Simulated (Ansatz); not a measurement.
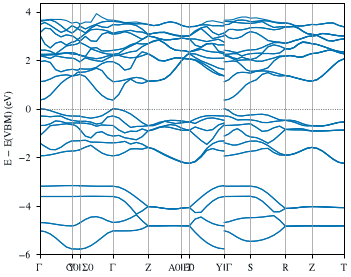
Figure. Band structure from DFT-r²SCAN with spin–orbit coupling in the program Ansatz with PAW potentials

Q: Read off the gap and where the band edges lie.

A: About 0.4 eV (0.35 eV by a search for the band edges); maximum at Γ, minimum at Γ.

The material is Ca₃SnH₂ in space group Cmcm (No. 63; Ca on 4c, Ca on 8g, Sn on 4c, H on 8e).

The workflow started from a Materials Project entry (that database holds measured and hypothetical structures alike); the Crystallography Open Database files this formula in space group No. 63, but the cells were not matched. Its standing as an ambient phase is unchecked. The r²SCAN relaxation kept the symmetry of its start; its stability against distortions is not shown here.

Potentials: the later of the program's two PAW sets.
